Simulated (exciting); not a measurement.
## Core excitons at the Cd L₃ edge of KCdF3

Wanted: the near-edge spectrum and the bound core excitons at the Cd L₃ edge of KCdF3.

Method: X-ray absorption, core-level Bethe-Salpeter equation, exchange and statically screened direct term, Tamm-Dancoff, all-electron LAPW+lo LDA, in exciting sodium.

**1. Starting point**

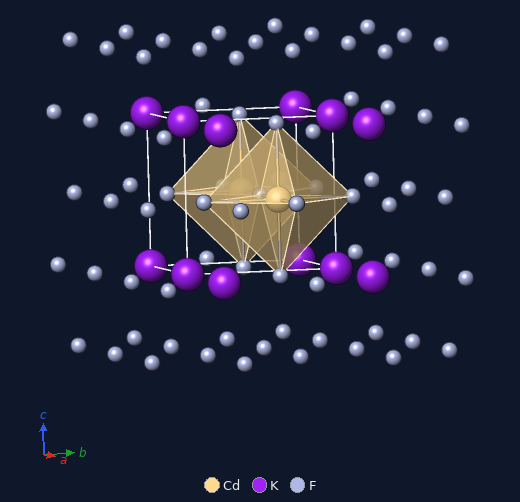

The cell as given, slightly off an axis (cadmium orange, potassium purple, fluorine light blue). 2×1×1 cells are drawn. Some periodic images of atoms are drawn too.

As a file:

```
Cd K F
1.0
     4.38209    0.00000    0.00000
     0.00000    4.38209    0.00000
     0.00000    0.00000    4.38209
Cd K F
1 1 3
Cartesian
  2.1910 2.1910 2.1910
  0.0000 0.0000 0.0000
  2.1910 2.1910 0.0000
  2.1910 0.0000 2.1910
  0.0000 2.1910 2.1910
```

Differences between curves are given as r.m.s. difference over r.m.s. height.

**2. The self-consistent potential**

The species files are the program's own, with muffin-tin radii set in the input.

input.xml reads:

```
<input>
  <title>KCdF3</title>
  <structure speciespath="." autormt="false" epslat="1.0e-5">
    <crystal>
      <basevect>8.2809481000 0.0000000000 0.0000000000</basevect>
      <basevect>0.0000000000 8.2809481000 0.0000000000</basevect>
      <basevect>0.0000000000 0.0000000000 8.2809481000</basevect>
    </crystal>
    <species speciesfile="Cd.xml" rmt="2.240">
      <atom coord="0.5000000000 0.5000000000 0.5000000000"/>
    </species>
    <species speciesfile="K.xml" rmt="2.464">
      <atom coord="0.0000000000 0.0000000000 0.0000000000"/>
    </species>
    <species speciesfile="F.xml" rmt="1.776">
      <atom coord="0.5000000000 0.5000000000 0.0000000000"/>
      <atom coord="0.5000000000 0.0000000000 0.5000000000"/>
      <atom coord="0.0000000000 0.5000000000 0.5000000000"/>
    </species>
  </structure>
  <groundstate do="fromscratch" xctype="LDA_PW" ngridk="3 3 3" rgkmax="7" gmaxvr="14" nempty="8" swidth="0.001" maxscl="100" epsengy="1e-5"/>
</input>
```

Run with:

```
$ OMP_NUM_THREADS=1 mpirun -n 2 exciting
```

Log:

```text
EXCITING SODIUM started
********************************************************************************
* Ground-state run starting from atomic densities                              *
********************************************************************************
+ Starting initialization                                                      +
 Lattice vectors (cartesian) :
      8.2809481000      0.0000000000      0.0000000000
      0.0000000000      8.2809481000      0.0000000000
      0.0000000000      0.0000000000      8.2809481000
 Reciprocal lattice vectors (cartesian) :
      0.7587519245      0.0000000000      0.0000000000
      0.0000000000      0.7587519245      0.0000000000
      0.0000000000      0.0000000000      0.7587519245
 Unit cell volume                           :     567.8585749865
 Brillouin zone volume                      :       0.4368168843
 Species :    1 (Cd)
     parameters loaded from                 :    Cd.xml
     name                                   :    cadmium
     nuclear charge                         :     -48.00000000
     electronic charge                      :      48.00000000
     atomic mass                            :  204912.71750000
     muffin-tin radius                      :       2.24000000
     # of radial points in muffin-tin       :     400
     atomic positions (lattice) :
       1 :   0.00000000  0.00000000  0.00000000
 Species :    2 (K)
     parameters loaded from                 :    K.xml
     name                                   :    potassium
     nuclear charge                         :     -19.00000000
     electronic charge                      :      19.00000000
     atomic mass                            :   71271.84085000
     muffin-tin radius                      :       2.46400000
     # of radial points in muffin-tin       :     350
     atomic positions (lattice) :
       1 :   0.50000000  0.50000000  0.50000000
 Species :    3 (F)
     parameters loaded from                 :    F.xml
     name                                   :    fluorine
     nuclear charge                         :      -9.00000000
     electronic charge                      :       9.00000000
     atomic mass                            :   34631.97043000
     muffin-tin radius                      :       1.77600000
     # of radial points in muffin-tin       :     250
     atomic positions (lattice) :
       1 :   0.00000000  0.00000000  0.50000000
       2 :   0.00000000  0.50000000  0.00000000
       3 :   0.50000000  0.00000000  0.00000000
 Total number of atoms per unit cell        :       5
 Spin treatment                             :    spin-unpolarised
 Number of Bravais lattice symmetries       :      48
 Number of crystal symmetries               :      48
 k-point grid                               :       3    3    3
 Total number of k-points                   :       4
 k-point set is reduced with crystal symmetries
 R^MT_min * |G+k|_max (rgkmax)              :       7.00000000
 Species with R^MT_min                      :       3 (F)
 Maximum |G+k| for APW functions            :       3.94144144
 Maximum |G| for potential and density      :      14.00000000
 G-vector grid sizes                        :      40    40    40
 Total number of G-vectors                  :   26193
 Maximum angular momentum used for
     APW functions                          :       8
     computing H and O matrix elements      :       8
     potential and density                  :       8
     inner part of muffin-tin               :       2
 Total nuclear charge                       :     -94.00000000
 Total electronic charge                    :      94.00000000
 Total core charge                          :      46.00000000
 Total valence charge                       :      48.00000000
 Number of empty states                     :       8
 Total number of valence states             :      33
 Maximum Hamiltonian size                   :     629
 Maximum number of plane-waves              :     594
 Total number of local-orbitals             :      35
 Exchange-correlation type                  :       3
     Perdew-Wang, Phys. Rev. B 45, 13244 (1992)
 Smearing scheme                            :    Gaussian
 Smearing width                             :       0.00100000
 Using multisecant Broyden potential mixing
+ Ending initialization                                                        +
********************************************************************************
* Groundstate module started                                                   *
********************************************************************************
 Output level for this task is set to normal
+ Self-consistent loop started                                                 +
 Density and potential initialised from atomic data
+ SCF iteration number :    1                                                  +
 Total energy                               :     -6490.60779857
 _______________________________________________________________
 Fermi energy                               :         0.01198098
 Kinetic energy                             :      6763.96781713
 Coulomb energy                             :    -13042.88001799
 Exchange energy                            :      -203.61571118
 Correlation energy                         :        -8.07988653
 DOS at Fermi energy (states/Ha/cell)       :         0.00000000
 Electron charges :
     core                                   :        46.00000000
     core leakage                           :         0.00171339
     valence                                :        48.00000000
     interstitial                           :         4.20923990
     charge in muffin-tin spheres :
                  atom     1    Cd          :        45.62635927
                  atom     2     K          :        17.56862674
                  atom     3     F          :         8.86525803
                  atom     4     F          :         8.86525803
                  atom     5     F          :         8.86525803
     total charge in muffin-tins            :        89.79076010
     total charge                           :        94.00000000
 Estimated fundamental gap                  :         0.15365633
        valence-band maximum at    3      0.3333  0.3333  0.0000
     conduction-band minimum at    1      0.0000  0.0000  0.0000
[... further iterations ...]
| Convergence targets achieved. Performing final SCF iteration                 +
 Total energy                               :     -6489.87862543
 _______________________________________________________________
 Fermi energy                               :         0.03259463
 Kinetic energy                             :      6761.69233997
 Coulomb energy                             :    -13040.45544169
 Exchange energy                            :      -203.05898224
 Correlation energy                         :        -8.05654147
 DOS at Fermi energy (states/Ha/cell)       :         0.00000000
 Electron charges :
     core                                   :        46.00000000
     core leakage                           :         0.00169039
     valence                                :        48.00000000
     interstitial                           :         4.77143978
     charge in muffin-tin spheres :
                  atom     1    Cd          :        45.80854215
                  atom     2     K          :        17.61612510
                  atom     3     F          :         8.60129766
                  atom     4     F          :         8.60129766
                  atom     5     F          :         8.60129766
     total charge in muffin-tins            :        89.22856022
     total charge                           :        94.00000000
 Estimated fundamental gap                  :         0.12512938
        valence-band maximum at    3      0.3333  0.3333  0.0000
     conduction-band minimum at    1      0.0000  0.0000  0.0000
+ Self-consistent loop stopped                                                 +
 STATE.OUT is written
********************************************************************************
* Groundstate module stopped                                                   *
********************************************************************************
 Total time spent (seconds)                 :        42.92
- CAUTION! Warnings have been written in file WARNING.OUT !                    -
| EXCITING SODIUM stopped                                                      =
```

Wall time 45 s (2 MPI ranks of Intel Xeon Platinum 8259CL at 2.50GHz (Skylake/Cascade Lake), shared host).

The warnings file holds hints only, no warning.

The mesh shows a gap of 3.40 eV. Core levels (Dirac, from the valence top):

```tsv
atom	level	energy (eV)
Cd	2s1/2	-3923.2
Cd	2p1/2	-3653.9
Cd	2p3/2	-3461.7
Cd	3s1/2	-724.5
Cd	3p1/2	-616.4
Cd	3p3/2	-582.1
Cd	3d3/2	-390.1
Cd	3d5/2	-383.1
Cd	4s1/2	-98.2
```

**3. A richer basis for the empty states**

Each species file gets more local orbitals, built from u and its energy derivative at 0.15 Ha and u at 0.9 Ha.

input.xml is that of step 2.

SPECIES.xml, added lines reads:

```
<lo l="L">  <!-- L = 0, 1, 2 -->
  <wf matchingOrder="0" trialEnergy="0.1500" searchE="false"/>
  <wf matchingOrder="1" trialEnergy="0.1500" searchE="false"/>
  <wf matchingOrder="0" trialEnergy="0.9000" searchE="false"/>
</lo>
```

Run with:

```
$ OMP_NUM_THREADS=1 mpirun -n 2 exciting
```

Log:

```text
EXCITING SODIUM started
********************************************************************************
* Ground-state run starting from atomic densities                              *
********************************************************************************
+ Starting initialization                                                      +
[... lattice and species ...]
 Spin treatment                             :    spin-unpolarised
 Number of Bravais lattice symmetries       :      48
[...]
+ Self-consistent loop stopped                                                 +
 STATE.OUT is written
********************************************************************************
* Groundstate module stopped                                                   *
********************************************************************************
 Total time spent (seconds)                 :        45.05
- CAUTION! Warnings have been written in file WARNING.OUT !                    -
| EXCITING SODIUM stopped                                                      =
[key lines of the parts left out:]
Total energy                               :     -6489.87981754
Fermi energy                               :         0.03324063
```

Run time: 46 s. Hardware: 2 MPI ranks.

Against the first ground state the total energy moves by -6 meV an atom and the gap by -0.02 eV.

(Continued in part 2 of 3.)

[Banner, clock and machine lines of the logs are left out without a mark of their own.]

[Logs are printed without paths, hosts, clocks, repeated set-up lines and the standing remarks that a program may print on its own settings, such as how far it seeks lower states.]

[Hosts, paths, dates, database ids (printed as entryN), source tags and the programs' standing remarks are cut or masked in the printed files.]
